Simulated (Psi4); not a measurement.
# Si2H6O (SMILES [SiH3]O[SiH3]) at B3LYP/cc-pVDZ

What is the energy change on altering one bond length of Si2H6O at B3LYP/cc-pVDZ? 

The results are computed with Psi4 1.11.

## 1. The system as given

Si2H6O has 9 atoms, charge 0, and is taken as a singlet. SMILES: `[SiH3]O[SiH3]`. Geometry: relaxed at PBE0-D4/def2-TZVP.

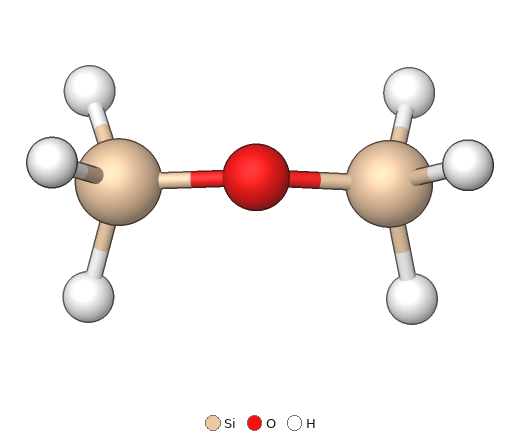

The structure, seen from a chosen angle (silicon light orange, oxygen red, hydrogen white).

## 2. Energy and gradient at B3LYP/cc-pVDZ

The input, h6osi2_ase.py:

```python
import numpy as np
from ase.calculators.psi4 import Psi4
from ase import Atoms

mol = Atoms(['Si', 'O', 'Si', 'H', 'H', 'H', 'H', 'H', 'H'], positions=[
    [-0.710290, 1.052660, -0.919520],
    [0.425550, 0.090990, -0.245380],
    [0.775570, -1.038810, 0.881750],
    [-1.787270, 0.226580, -1.525660],
    [-0.060640, 1.872420, -1.970220],
    [-1.306170, 1.942760, 0.111330],
    [2.224270, -1.343130, 0.800010],
    [-0.009310, -2.275600, 0.628780],
    [0.448290, -0.527870, 2.238910],
])
calc = Psi4(atoms=mol, method='b3lyp', basis='cc-pVDZ', memory='2200MB', num_threads=1, charge=0, multiplicity=1, label='h6osi2', reference='rks')
calc.psi4.set_options({'puream': True, 'e_convergence': 1e-09, 'd_convergence': 1e-08, 'scf_type': 'pk', 'dft_radial_points': 99, 'dft_spherical_points': 590})
mol.calc = calc

forces = mol.get_forces()
print(f'energy: {mol.get_potential_energy():.6f} eV')
print('forces / eV A^-1')
print(np.round(forces, 5))
```

On the command line:

```console
$ python h6osi2_ase.py
```

h6osi2.dat, shortened:

```text
[...]
  Running in c1 symmetry.
[...]
  Nuclear repulsion =  159.419028914662164
[...]
  Multiplicity = 1
[...]
  Nalpha       = 21
  Nbeta        = 21
[...]
    Number of basis functions: 80
[...]
   @RKS iter   1:  -657.72662883222495   -3.53229e-01   8.25312e-03 ADIIS/DIIS
[...]
   @RKS iter  10:  -657.90450849632884   -2.61480e-12   1.91445e-09 DIIS
[...]
    Orbital Energies [Eh]
    ---------------------
    Doubly Occupied:
       1A    -66.171073     2A    -66.171072     3A    -19.141803
       4A     -5.314660     5A     -5.314617     6A     -3.675216
       7A     -3.675207     8A     -3.672059     9A     -3.672057
      10A     -3.672048    11A     -3.672047    12A     -1.004726
      13A     -0.601142    14A     -0.510031    15A     -0.434546
      16A     -0.413347    17A     -0.412539    18A     -0.350355
      19A     -0.349989    20A     -0.310138    21A     -0.305524
[...]
  @RKS Final Energy:  -657.90450849632884
   => Energetics <=
    Nuclear Repulsion Energy =            159.4190289146621637
    One-Electron Energy =               -1226.5829134183809401
    Two-Electron Energy =                 451.8260449261225631
    DFT Exchange-Correlation Energy =     -42.5666689187328018
    Empirical Dispersion Energy =           0.0000000000000000
    VV10 Nonlocal Energy =                  0.0000000000000000
    Total Energy =                       -657.9045084963289582
[...]
 Multipole Moments:
 ------------------------------------------------------------------------------------
     Multipole            Electronic (a.u.)      Nuclear  (a.u.)        Total (a.u.)
 ------------------------------------------------------------------------------------
 L = 1.  Multiply by 2.5417464519 to convert [e a0] to [Debye]
 Dipole X            :          0.9304461           -1.0486308           -0.1181848
 Dipole Y            :          0.1989457           -0.2239048           -0.0249591
 Dipole Z            :         -0.5365523            0.6050292            0.0684769
 Magnitude           :                                                    0.1388513
[...]
  -Total Gradient:
     Atom            X                  Y                   Z
    ------   -----------------  -----------------  -----------------
       1        0.017668249127    -0.015273014096     0.010852643188
       2       -0.013986261405    -0.003009329622     0.008050428739
       3       -0.005843194344     0.017819296616    -0.017658537333
       4        0.003018458015     0.001886988505     0.001772425008
       5       -0.001515549633    -0.002183626718     0.002736770316
       6        0.001773441364    -0.002566084808    -0.002471070565
       7       -0.003706462458     0.000899609867     0.000080008466
       8        0.001889689362     0.003477473779     0.000406142908
       9        0.000699554005    -0.001051972561    -0.003767862661
[...]
```

On the terminal:

```text
energy: -17902.493548 eV
forces / eV A^-1
[[-0.90854  0.78537 -0.55807]
 [ 0.7192   0.15475 -0.41397]
 [ 0.30047 -0.91631  0.90804]
 [-0.15522 -0.09703 -0.09114]
 [ 0.07793  0.11229 -0.14073]
 [-0.09119  0.13195  0.12707]
 [ 0.19059 -0.04626 -0.00411]
 [-0.09717 -0.17882 -0.02088]
 [-0.03597  0.05409  0.19375]]
```

Run time: 37 s. Hardware: 1 thread of Intel Xeon at 2.60GHz (Ice Lake), shared host; peak memory 1.4 GiB.

## 3. The distorted shape: the energy at B3LYP/cc-pVDZ

The input, calc.py:

```python
import psi4

psi4.set_memory('2200 MB')
psi4.set_num_threads(1)
psi4.core.set_output_file('h6osi2.out', False)

molecule = psi4.geometry("""
0 1
Si    -0.880661     1.196907    -1.020638
O      0.425550     0.090990    -0.245380
Si     0.775570    -1.038810     0.881750
H     -1.957641     0.370827    -1.626778
H     -0.231011     2.016667    -2.071338
H     -1.476541     2.087007     0.010212
H      2.224270    -1.343130     0.800010
H     -0.009310    -2.275600     0.628780
H      0.448290    -0.527870     2.238910
symmetry c1
""")

psi4.set_options({
    'basis': 'cc-pVDZ',
    'reference': 'rks',
    'puream': True,
    'e_convergence': 1e-09,
    'd_convergence': 1e-08,
    'scf_type': 'pk',
    'dft_radial_points': 99,
    'dft_spherical_points': 590,
})

result, w = psi4.energy('b3lyp', return_wfn=True)
print(f'b3lyp energy: {result:.10f} Eh')
```

On the command line:

```console
$ python calc.py
```

h6osi2.out, shortened:

```text
[...]
  Running in c1 symmetry.
[...]
  Nuclear repulsion =  151.324139051363659
[...]
  Multiplicity = 1
[...]
  Nalpha       = 21
  Nbeta        = 21
[...]
    Number of basis functions: 80
[...]
   @RKS iter   1:  -657.71068966939140   -5.37249e-01   8.18066e-03 DIIS/ADIIS
[...]
   @RKS iter  10:  -657.89027384579674   -5.45697e-12   6.42722e-09 DIIS
[...]
    Orbital Energies [Eh]
    ---------------------
    Doubly Occupied:
       1A    -66.197646     2A    -66.156889     3A    -19.129419
       4A     -5.336536     5A     -5.300090     6A     -3.697146
       7A     -3.694227     8A     -3.694207     9A     -3.660491
      10A     -3.657659    11A     -3.657649    12A     -0.955750
      13A     -0.576759    14A     -0.513993    15A     -0.414468
      16A     -0.389748    17A     -0.388540    18A     -0.356403
      19A     -0.355601    20A     -0.296309    21A     -0.290223
[...]
  @RKS Final Energy:  -657.89027384579674
   => Energetics <=
    Nuclear Repulsion Energy =            151.3241390513636588
    One-Electron Energy =               -1210.6597439871691222
    Two-Electron Energy =                 443.9440029820731866
    DFT Exchange-Correlation Energy =     -42.4986718920646211
    Empirical Dispersion Energy =           0.0000000000000000
    VV10 Nonlocal Energy =                  0.0000000000000000
    Total Energy =                       -657.8902738457967416
[...]
 Multipole Moments:
 ------------------------------------------------------------------------------------
     Multipole            Electronic (a.u.)      Nuclear  (a.u.)        Total (a.u.)
 ------------------------------------------------------------------------------------
 L = 1.  Multiply by 2.5417464519 to convert [e a0] to [Debye]
 Dipole X            :          0.6862102           -1.1473291           -0.4611189
 Dipole Y            :          0.4794479           -0.1403405            0.3391074
 Dipole Z            :         -0.7626887            0.5464502           -0.2162385
 Magnitude           :                                                    0.6118689
[...]
```

Standard output:

```text
b3lyp energy: -657.8902738458 Eh
```

Wall time 20 s (1 thread of Intel Xeon at 2.60GHz (Ice Lake), shared host); peak memory 1.4 GiB.

## 4. Outcome

Level: B3LYP/cc-pVDZ.

```
                                                          quantity          value
                                         first shape: total energy  -657.90451 Eh
                                        first shape: dipole moment         0.35 D
                                          first shape: HOMO energy       -8.31 eV
                                          first shape: LUMO energy        0.05 eV
                                        first shape: HOMO–LUMO gap        8.36 eV
                             first shape: largest force on an atom     1.325 eV/Å
                                     distorted shape: total energy  -657.89027 Eh
                                    distorted shape: dipole moment         1.56 D
                                      distorted shape: HOMO energy       -7.90 eV
                                      distorted shape: LUMO energy       -0.57 eV
                                    distorted shape: HOMO–LUMO gap        7.33 eV
energy change with the Si1–O2 bond stretched from 1.634 to 1.879 Å       0.387 eV
```

**Reading.** With the Si1–O2 bond stretched from 1.634 to 1.879 Å the energy rises by 0.39 eV (37.4 kJ/mol). The first shape isn't relaxed at this level, so the change isn't measured from a minimum. The largest force (first shape) is 1.32 eV/Å: the shape isn't a stationary point for this species at this level.
